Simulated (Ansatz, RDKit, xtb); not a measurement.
**C3H6BFO2: which of the isomers drawn lies lowest?**

Which of a sample of isomers of C3H6BFO2 is the most stable in the gas at 298.15 K, and what are its properties? The sample is small against all isomers, and the most stable one of this formula need not be in it.

Plan: many cheap relaxations first (GFN2-xTB), then density-functional screening, relaxation at r2SCAN-D4/def2-SVP, vibrations (at GFN2-xTB) and a final energy. The numbers are computed, not measured.

### 1 Possible bonding patterns

Isomers were taken from a list of plausible structures; this is a sample, not all of them. That gives 14 candidates.

```tsv
label	SMILES	spin
c006	C=C(CF)B(O)O	singlet
c060	F[C@@H]1CCOBO1	singlet
c076	C[C@@H]1COB(F)O1	singlet
c220	C/C=C(/F)B(O)O	singlet
c266	C=COB(F)OC	singlet
c312	C=CCOB(O)F	singlet
c319	FC1COBOC1	singlet
c443	FB1COCCO1	singlet
c535	OB(F)OC1CC1	singlet
c665	C=COBOCF	singlet
c676	C=COCB(O)F	singlet
c681	FB[C@@H]1COCO1	singlet
c737	F[C@@H]1COCBO1	singlet
c800	C[C@@H]1OBO[C@@H]1F	singlet
```

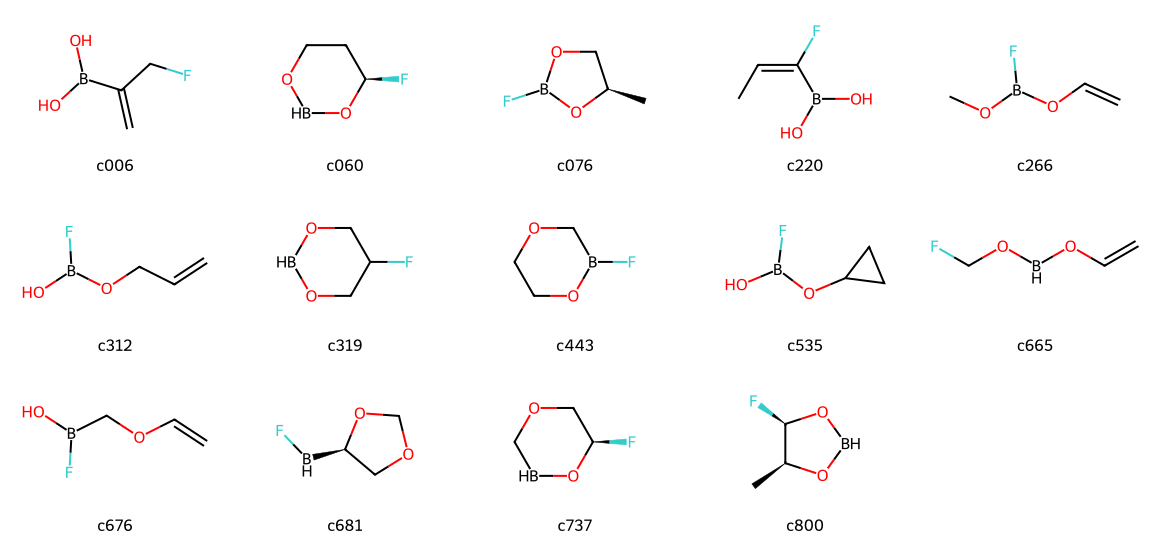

Structural formulas of the candidates.

Candidates are built by distance geometry, with a force field where one applies, in up to four conformers (letters a to d).

**Question.** With final energies at CCSD(T)/def2-SVP + MP2/def2-TZVPP - MP2/def2-SVP, which structure will this search put lowest in free energy, and by what margin?

| quantity | value |
| --- | --- |
| lowest structure found | C[C@@H]1COB(F)O1, singlet |
| next finalist | C=CCOB(O)F, singlet, 6.4 kcal/mol higher in G |
| share at equilibrium, among the finalists | 100.0 % |

The lowest structure found is `C[C@@H]1COB(F)O1`. Among the finalists first place is clear (6.4 kcal/mol); structures outside the list aren't covered. GFN2-xTB, HF/STO-3G, r2SCAN-D4/def2-SVP, r2SCAN-D4/def2-SVP, relaxed, HF/def2-SVP and MP2/def2-SVP already put its bonding pattern lowest among the structures in one piece. One minimum inside the window was never screened. Lowest found is not proven lowest: the search is finite, and each finalist counts with one conformer. Only 14 drawn patterns were tried, so whole families of isomers are missing, and the result ranks this sample alone. The lowest isomer need not be the one that is made and kept in a bottle, which depends on barriers.
